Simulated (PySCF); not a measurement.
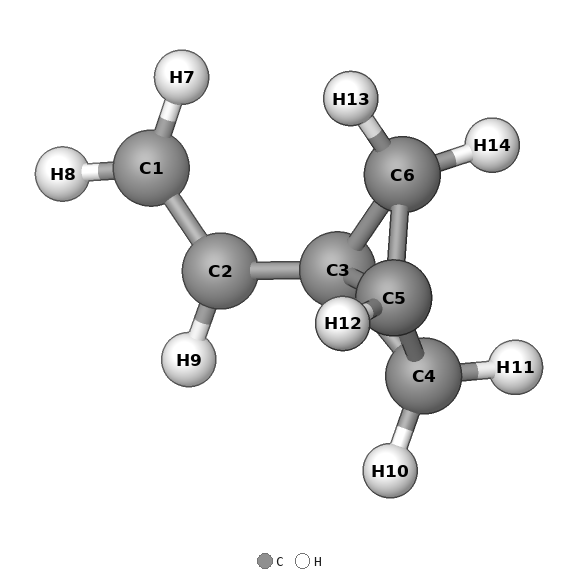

The species has charge +1 and is a spin doublet. Computed geometry: GFN2-xTB optimisation. No frequency run is at hand to confirm it as a minimum. Method: UKS B3LYP, pcH-1 on C H, non-relativistic (PySCF 2.14.0).

Give the isotropic hyperfine couplings (Fermi-contact term alone) of C1, C2, C3, C4, C5, C6, H7, H8, H9, H10, H11, H12, H13, H14.

| atom | isotope | a_iso (MHz) |
| --- | --- | --- |
| C1 | 13C | 34.7 |
| C2 | 13C | −24.3 |
| C3 | 13C | 66.1 |
| C4 | 13C | −25.2 |
| C5 | 13C | 43.5 |
| C6 | 13C | −24.7 |
| H7 | 1H | −28.2 |
| H8 | 1H | −29.5 |
| H9 | 1H | 4.4 |
| H10 | 1H | 20.8 |
| H11 | 1H | 155.3 |
| H12 | 1H | −28.1 |
| H13 | 1H | 18.2 |
| H14 | 1H | 140.7 |
